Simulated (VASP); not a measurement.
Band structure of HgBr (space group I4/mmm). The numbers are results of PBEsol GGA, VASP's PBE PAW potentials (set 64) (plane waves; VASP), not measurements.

Without a dispersion term in the relaxation, distances and binding between the weakly bound layers, chains or molecules are unreliable, and so is what depends on them. Unless said otherwise, spin-orbit coupling is left out, though it shifts the bands of the heavy elements here.

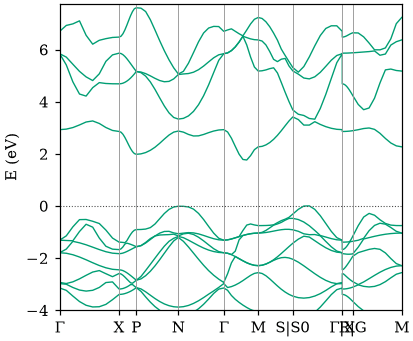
Bands along high-symmetry lines, zero at the valence-band maximum or, without a gap, the Fermi level

Read the plot: is there a gap, and where are the band edges?

The gap is indirect, 1.76 eV, from the valence maximum at S0-Γ at 0.33 to the conduction minimum at Γ-M at 0.67. (Edges off the drawn lines would not show.)

The structure comes from a computed database's HgBr entry (I4/mmm); how it stands against other phases isn't given here. It was relaxed first, which changed the volume by -6 %.
